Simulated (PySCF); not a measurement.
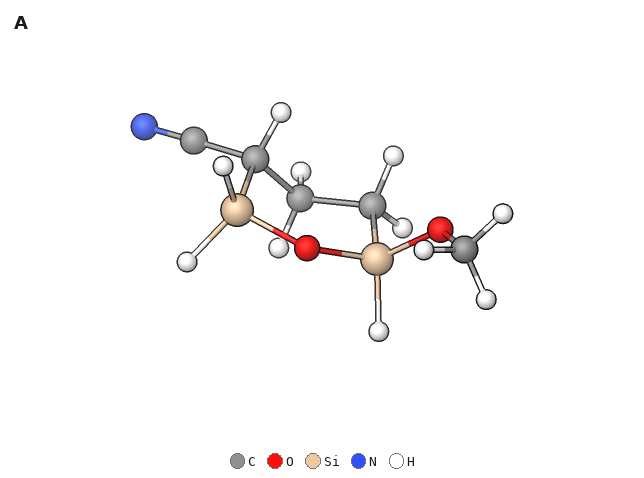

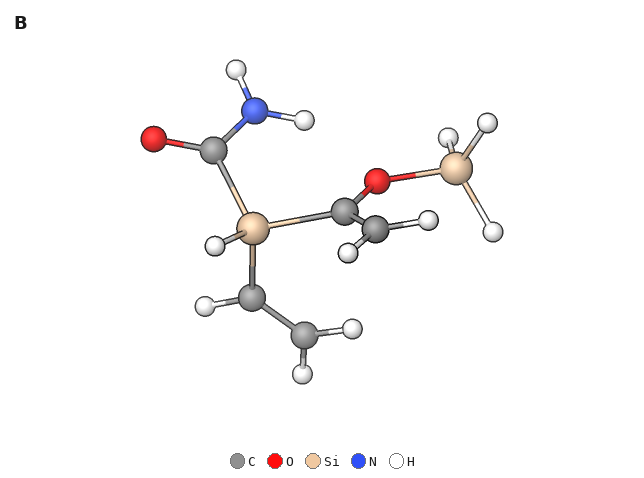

2 stationary structures of one formula. Geometries: GFN2-xTB. Electronic energies: PBE0/pcSseg-1 (PySCF 2.14.0), without zero-point energy. No frequency run is at hand to confirm each as a minimum. Each is one conformer, not always the lowest.

Are they conformers, stereoisomers or constitutional isomers?

Answer. They are constitutional isomers of C5H11NO2Si2: A `CO[Si@@H]1CC[C@@H](C#N)[SiH2]O1`, B `C=C[Si@@H](C(=C)O[SiH3])C(N)=O`.

Which structure is the most stable?

Answer. A is lowest; B lies 314.9 kJ/mol above it.

The geometry is semi-empirical. Around Si such bond lengths and angles can be off by a tenth of an ångström or more and by several degrees, and values that hang on the shape move with them.
